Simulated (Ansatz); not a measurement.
# Debugging a many-body input for GaAs (F-43m)

Aim: the G0W0 gap of GaAs (F-43m). The first input has a fault.

Method: G0W0 on PBE, plane waves, PAW, in Ansatz 0.2.0.

### 1. The structure

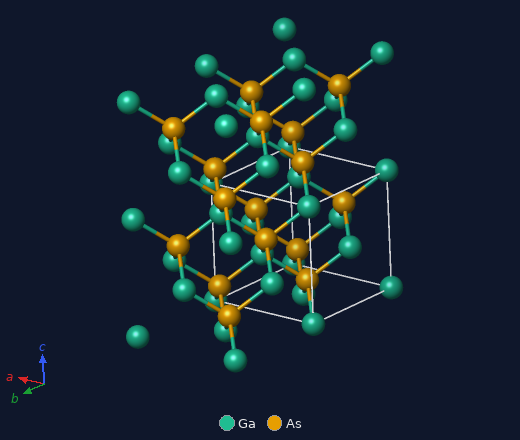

The starting structure, seen from a free direction (gallium teal, arsenic orange). 1×2×2 cells are drawn. This picture shows the conventional cell, with its axes. Bonds to atoms that aren't drawn are left out. Some periodic images of atoms are drawn too.

The cell and positions come from the Crystallography Open Database and are kept as given unless a step says otherwise. The default PAW set here is soft_2. Its files were made with PBE.

### 2. First try

input.yaml

```yaml
crystal:
  lattice:
    - [0.0, 2.82685, 2.82685]
    - [2.82685, 0.0, 2.82685]
    - [2.82685, 2.82685, 0.0]
  atoms:
    - { symbol: Ga, position: [0.0, 0.0, 0.0] }
    - { symbol: As, position: [0.25, 0.25, 0.25] }
kpoints:
  mp_grid: { grid: [4, 4, 4] }
hamiltonian:
  xc: pbe
scf:
  occupations: { method: fixed }
gw:
  n_empty_bands: 73
  ecut_chi: 10
  qp_bands: [v2, c2]
  qp_kpoints: band_edges
  screening: { model: contour_deformation }
```

The run is started by

```
> ansatz run input.yaml --threads 3 --pin off --max-ram 92160MiB --backend cuda --events-out ev --progress --plain --runs-dir out --devices 1 --max-vram 13GiB  # rebuilt from the run's record
```

Numbers of over 12 decimals in the logs are rounded to 6 here.

Output:

```text
GPUs: using 1 of 1 available (devices: 1).
Engine: ansatz 0.2.0, x86_64-unknown-linux-gnu
Pseudopotentials: kind: paw
Pseudopotential: Ga, paw, valence charge 13, recommended cutoff 420 eV (normal), Ga.paw.azcp
Pseudopotential: As, paw, valence charge 15, recommended cutoff 420 eV (normal), As.paw.azcp
Functional definition: PBE
  parameter kappa = 0.804
  parameter beta = 0.066725
  exchange = pbe_x(kappa = kappa, mu = beta*pi^2/3)
  correlation = pbe_c(beta = beta)
device memory: the entry about to start is reckoned to put 0.8 GiB on a device that reports 38.0 GiB free (of which the cap on the GPU budget leaves the run 13.0 GiB)
GPU FFT provider: cuFFT
GPU libraries: cuBLAS 13.8.2, cuFFT 12.4.0, cuSOLVER 12.3.4
Crystal: 2 atoms, lattice volume = 45.179 Å³
Basis set: ecut = 420 eV, 893 PW (Γ)
Bands: 18, of which v1, the nominal top of the filled ones, is band 14 counted from 1 (13 counted from 0)
Symmetry: 24 space group operations
Space group: F-43m (ITA 216), of the structure as read, at distance tolerance 3.6e-5 Å
k-points: 8 of 64 (time reversal used)
Non-local potential: Ga, projectors of the file, l = 0: 2, l = 1: 2, l = 2: 3, l = 3: 1
Non-local potential: As, projectors of the file, l = 0: 2, l = 1: 2, l = 2: 3, l = 3: 1
PAW form: soft (Blöchl's): semilocal exchange-correlation on the pseudo side does not see the compensation charge
PAW one-centre angular grid: Ga, 590 points (default); XC on 64 Gauss nodes
PAW one-centre angular grid: As, 590 points (default); XC on 64 Gauss nodes
Initial density: superposition of atomic densities (neutral atoms: chi_scale 0, normalization atom), corrected by the library's trained network
Initial wavefunctions: pseudopotential atomic-orbital guess
GPU buffer pool allocated for 19683 grid points (all kernels)
GPU transforms: local potential and band sums: pruned to the plane-wave sphere, on 25×27×27
Functional: x = pbe(κ = 0.804, μ = 0.219515), c = pbe(β = 0.066725)
SCF iter   1: F=—  HF=-8639.661340 eV  |F-HF|=—  |Δ(HF+E_count)|=         —  Δρ=1.81e-3  dr2=6.31e-4  ethr=1.77e-3  ⟨swp⟩=4.5  Hψ=594  notcnv=0  defer=9
preconditioner: auto → none  [insulator: Δε(μ)=0.507 eV  Ē_g=15.408 eV  n_scr=14 (ndim 8)  ℏωp=23.4 eV  f_vac=0.086  ε∞_Penn≈3.3]
SCF iter   2: F=—  HF=-8639.660712 eV  |F-HF|=—  |Δ(HF+E_count)|=   6.28e-4  Δρ=5.81e-4  dr2=1.03e-4  ethr=2.25e-6  ⟨swp⟩=2.0  Hψ=340  notcnv=0  defer=12
SCF iter   3: F=—  HF=-8639.660662 eV  |F-HF|=—  |Δ(HF+E_count)|=   5.04e-5  Δρ=3.56e-4  dr2=2.42e-5  ethr=3.69e-7  ⟨swp⟩=2.0  Hψ=272  notcnv=0  defer=12
SCF iter   4: F=—  HF=-8639.660673 eV  |F-HF|=—  |Δ(HF+E_count)|=   1.09e-5  Δρ=1.70e-4  dr2=7.21e-6  ethr=8.63e-8  ⟨swp⟩=2.0  Hψ=238  notcnv=0  defer=2
SCF iter   5: F=—  HF=-8639.660675 eV  |F-HF|=—  |Δ(HF+E_count)|=   2.14e-6  Δρ=8.38e-5  dr2=1.32e-6  ethr=2.58e-8  ⟨swp⟩=2.0  Hψ=174  notcnv=0  defer=3
SCF iter   6: F=-8639.660675 eV  HF=-8639.660675 eV  |F-HF|=1.09e-7  |Δ(HF+E_count)|=   2.18e-7  Δρ=2.23e-5  dr2=9.77e-8  ethr=3.57e-10  ⟨swp⟩=4.0  Hψ=582  notcnv=0
SCF 1 converged in 6 iterations: F = -8639.660675 eV  dr2 = 9.77e-8
[...]
device memory: the entry about to start is reckoned to put 1.3 GiB on a device that reports 37.9 GiB free (of which the cap on the GPU budget leaves the run 13.0 GiB)
NSCF: frozen V_eff on 8 k-points
[...]
device memory: the entry about to start is reckoned to put 1.7 GiB on a device that reports 38.0 GiB free (of which the cap on the GPU budget leaves the run 13.0 GiB)
NSCF: frozen V_eff on 8 k-points
G₀W₀ screening: q 1/8
[... further progress lines ...]
device memory: the entry about to start is reckoned to put 0.3 GiB on a device that reports 37.8 GiB free (of which the cap on the GPU budget leaves the run 13.0 GiB)
NSCF: frozen V_eff on 1 k-points
SCF converged after 6 iterations
Free energy (F): -8639.660675 eV
Harris-Foulkes:  -8639.660675 eV  (|F-HF|=1.09e-7)
Internal energy: -8639.660675 eV  (E = F + TS)
E sigma→0 (E₀):  -8639.660675 eV
Fermi energy:    8.230875 eV
--- Per-component energies (eV) ---
  E_band       = -310.547973
  E_kinetic    = 219.927232
  E_local      = -3917.396790  (includes V_loc(G=0)·N_el)
  E_nonlocal   = -245.306879
  E_hartree    = 1975.243396
  E_xc         = -148.388313
  E_vxc        = -137.433094  (∫ρ·V_xc dr)
  E_paw        = -3825.011395  (= ΣΔE_a)
  E_vpaw       = -180.802444  (= ΣTr[D̂ρ^β])
  E_aug_tail   = -0.000138  (compensation charges beyond the density's cutoff)
  E_ewald      = -2698.727786
  E_smearing   = -0.000000  (= −TS)
  E_closure    = 0.000000  (closes the sum)
  Σ components = -8639.660675   (vs F -8639.660675, Δ=0.00e0)
--- Band table (eV; the first three rows and the last of 8) ---
  k-point 0: bands = [... 10 lower, -4.4994, 8.2309, 8.2309, 8.2309, 8.7354, 11.9362, 11.9362, 11.9362]
  k-point 1: bands = [... 10 lower, -3.8061, 4.0823, 7.5488, 7.5488, 9.6646, 12.8053, 12.8053, 14.1818]
  k-point 2: bands = [... 10 lower, -2.7302, 1.5768, 7.0838, 7.0838, 9.2146, 12.8454, 12.8454, 15.9767]
  k-point 7: bands = [... 10 lower, -1.9285, 1.5788, 4.6874, 4.8765, 12.8403, 12.9425, 13.6167, 14.2623]
--- G₀W₀: contour deformation, 7 samples at zero and on the imaginary axis and 2 off it, 64 q-points, 73 empty bands' worth ---
  eigenvalues of the whole cell's RPA ε∞ on this k-mesh (on a slab, of 1 + 4πα/V) = 151.2452, 151.2452, 151.2452; static W/v taken at q = 0 is 0.006612
  bands read: the sum over 87 bands ends inside a degenerate multiplet in 2 slots, whose members it reads at an even weight; the widest, k=0: bands 87 to 89 (counted from 1) at 1/3 each
  gw.qp_kpoints: band_edges: 6 of 8 stored k-points solved, in 2 passes; an edge of the gap read off the rows below is read off those points alone
    valence top: of the k-points left out ik 5 came nearest to being solved in a further pass, in band 14 (counted from 1, as in the quasiparticle table): it holds the edge there only if its correction is more favourable than any solved in that band by at least 1.226 eV; those differ by 0.197 eV
    conduction bottom: of the k-points left out ik 5 came nearest to being solved in a further pass, in band 15 (counted from 1, as in the quasiparticle table): it holds the edge there only if its correction is more favourable than any solved in that band by at least 1.267 eV; those differ by 1.045 eV
  `?` marks the rows in doubt; gw_qp.tsv's column doubts and the gw_qp event give each row's grounds
    ik  band        ε_KS         Σx   Σc(E_QP)       V_xc       Z   E_QP_lin       E_QP  E_QP is
     0    13      8.2309   -17.1602     2.1280   -15.3205  0.7973     8.5171     8.5192  root
     0    14      8.2309   -17.1602     2.1280   -15.3205  0.7973     8.5171     8.5192  root
     0    15      8.7354   -11.5540    -3.0386   -15.9900  0.8013    10.0295    10.1328  root ?
     0    16     11.9362    -7.7259    -3.6247   -12.1783  0.7819    12.8088    12.7639  root
     1    13      7.5488   -16.6116     2.2511   -14.6063  0.7919     7.7929     7.7945  root
     1    14      7.5488   -16.6116     2.2511   -14.6063  0.7919     7.7929     7.7945  root
     1    15      9.6646    -9.5529    -3.3027   -13.7841  0.7962    10.6588    10.5931  root ?
     1    16     12.8053    -7.7959    -3.8378   -12.4720  0.7782    13.6884    13.6436  root
     2    13      7.0838   -16.4937     2.4327   -14.2773  0.7874     7.2987     7.3001  root
     2    14      7.0838   -16.4937     2.4327   -14.2773  0.7874     7.2987     7.3001  root
     2    15      9.2146    -9.5402    -3.2205   -13.6215  0.7984    10.1259    10.0754  root
     2    16     12.8454    -7.2622    -3.8770   -11.8573  0.7741    13.5833    13.5635  root
     3    13      6.5328   -15.9970     2.4864   -13.6640  0.7806     6.6854     6.6862  root
     3    14      6.5328   -15.9970     2.4864   -13.6640  0.7806     6.6854     6.6862  root
     3    15     10.1928    -7.5945    -3.3621   -11.5561  0.7936    10.8101    10.7924  root
     3    16     11.4863    -8.5557    -3.6182   -12.9911  0.7830    12.3424    12.3036  root
[...]
4    16     12.9211    -8.3307    -3.9894   -13.2226  0.7867    13.8888    13.8235  root
     6    13      5.5433   -15.7943     2.8756   -13.0105  0.7649     5.6347     5.6351  root
     6    14      5.5433   -15.7943     2.8756   -13.0105  0.7649     5.6347     5.6351  root
     6    15      9.6760    -6.7289    -3.3473   -10.4291  0.7965    10.0339    10.0288  root
     6    16      9.8753    -8.0195    -3.2969   -11.8809  0.7958    10.4548    10.4398  root
```

The job ended after 7.7 s (1 × NVIDIA H100 80GB HBM3 (shared by 6 runs) with 3 threads of AMD EPYC 7R13 (Zen 3), shared host; peak memory 1 GiB; 8.9 s of CPU time).

Q: What is the fault?

The run ended normally, though the input holds a fault or crude settings.

The fault: screening cutoff of 10 eV. Nearly all local fields and short-range correlation are left out.

It printed a gap of 1.51 eV, which is an artefact of the settings.

### 3. A better input

Now the one-shot GW correction: screening in the RPA, then the self-energy of the levels asked for.

Edit input.yaml of step 2 so:

```diff
@@ -9,3 +9,3 @@
 kpoints:
-  mp_grid: { grid: [4, 4, 4] }
+  mp_grid: { grid: [6, 6, 6] }
 hamiltonian:
@@ -15,4 +15,4 @@
 gw:
-  n_empty_bands: 73
-  ecut_chi: 10
+  n_empty_bands: 134
+  ecut_chi: 120
   qp_bands: [v2, c2]
```

Output:

```text
GPUs: using 1 of 1 available (devices: 1).
[...]
GPU FFT provider: cuFFT
GPU libraries: cuBLAS 13.8.2, cuFFT 12.4.0, cuSOLVER 12.3.4
Crystal: 2 atoms, lattice volume = 45.179 Å³
Basis set: ecut = 420 eV, 893 PW (Γ)
Bands: 18, of which v1, the nominal top of the filled ones, is band 14 counted from 1 (13 counted from 0)
Symmetry: 24 space group operations
[...]
k-points: 16 of 216 (time reversal used)
[...]
GPU buffer pool allocated for 19683 grid points (all kernels)
[...]
SCF iter   1: F=—  HF=-8639.814969 eV  |F-HF|=—  |Δ(HF+E_count)|=         —  Δρ=1.49e-3  dr2=1.52e-3  ethr=1.77e-3  ⟨swp⟩=4.6  Hψ=1233  notcnv=0  defer=22
[...]
SCF iter   6: F=-8639.814013 eV  HF=-8639.814013 eV  |F-HF|=2.05e-8  |Δ(HF+E_count)|=   2.33e-7  Δρ=5.18e-6  dr2=9.78e-9  ethr=3.57e-10  ⟨swp⟩=5.1  Hψ=1142  notcnv=0
SCF 1 converged in 6 iterations: F = -8639.814013 eV  dr2 = 9.78e-9
[...]
0    14      8.1914   -16.8644     1.0863   -15.3202  0.7491     7.7137     7.7336  root
     0    15      8.7049   -11.9698    -3.7054   -15.9847  0.7607     9.0203     9.0144  root
     0    16     11.9251    -7.8308    -4.2949   -12.1844  0.7452    11.9840    11.9837  root
     1    13      7.8111   -16.5264     1.1814   -14.8750  0.7469     7.3184     7.3410  root
     1    14      7.8111   -16.5264     1.1814   -14.8750  0.7469     7.3184     7.3410  root
     1    15      9.8235   -10.3908    -3.7929   -14.3606  0.7566    10.0020    10.0004  root
     1    16     12.4720    -7.9922    -4.4577   -12.5182  0.7390    12.5405    12.5402  root
[...]
6    14      6.5528   -15.9867     1.6614   -13.7997  0.7355     6.0006     6.0272  root ?
[...]
12    13      5.5145   -15.6699     2.0960   -13.0179  0.7207     4.9302     4.9584  root
    12    14      5.5145   -15.6699     2.0960   -13.0179  0.7207     4.9302     4.9584  root
    12    15      9.6578    -6.8746    -3.7199   -10.4497  0.7674     9.5139     9.5130  root
    12    16      9.8514    -8.1811    -3.7554   -11.9064  0.7615     9.8214     9.8213  root
[key lines of the parts left out:]
SCF converged after 6 iterations
Free energy (F): -8639.814013 eV
Fermi energy:    8.191395 eV
```

Elapsed: 11 s, on 1 × NVIDIA H100 80GB HBM3 (shared by 6 runs) with 3 threads; peak memory 1.2 GiB.

This step gave:

```
bands summed                                 : 148
RPA ε∞ on this mesh (eigenvalues)            : 50.64, 50.64, 50.64
plane waves in the screening matrix          : 137
q-points in the mesh                         : 216
G0W0 gap on the mesh                         : 1.281 eV
k of the valence top                         : 0, 0, 0
k of the conduction bottom                   : 0, 0, 0
starting gap on the mesh                     : 0.5135 eV
Z at the valence top                         : 0.7491
Z at the conduction bottom                   : 0.7607
least direct G0W0 gap on the computed points : 1.281 eV
```

The gap on the mesh goes from 0.51 eV to 1.28 eV, a correction of +0.77 eV. Between the two edge states, bare exchange in place of the xc potential would open the gap by 5.56 eV, and correlation takes back 4.79 eV.

### 4. What came out

- first try: converged after 7.7 s
- better run: G0W0 gap on the mesh 1.28 eV (6×6×6 mesh, 134 empty bands, screening to 120 eV)

What this shows: The second run differs in: mesh, empty bands and screening cutoff (eV). Bands and cutoff are finite, so the gap is not at the basis limit. The miss can reach some tenths of an eV and take either sign; the mesh is an error of its own. The 6×6×6 mesh is coarse for this cell (its supercell is 24 Å along the shortest edge). The RPA ε∞ on it, from the PBE start, is 50.64; such meshes misread the long-range screening, most where the gap is narrow. The RPA ε∞ on this mesh reaches over 25; with a narrow direct gap a coarse mesh can overstate it, and the correction is then too small. The many-body steps are scalar-relativistic: spin-orbit coupling is not in them.

[Paths, hosts, dates, memory and timing lines, banners, echoed tables and standing remarks are left out of the program output.]

[Logs are printed without paths, hosts, clocks, repeated set-up lines and the standing remarks that a program may print on its own settings, such as how far it seeks lower states.]

[Runs of the session that timed out or met a known fault of the program may be left out.]

[Cells called generated may have been cut or substituted from an entry of the Crystallography Open Database or the Materials Project.]

[Hosts, paths, dates, database ids (printed as entryN), source tags and the programs' standing remarks are cut or masked in the printed files.]
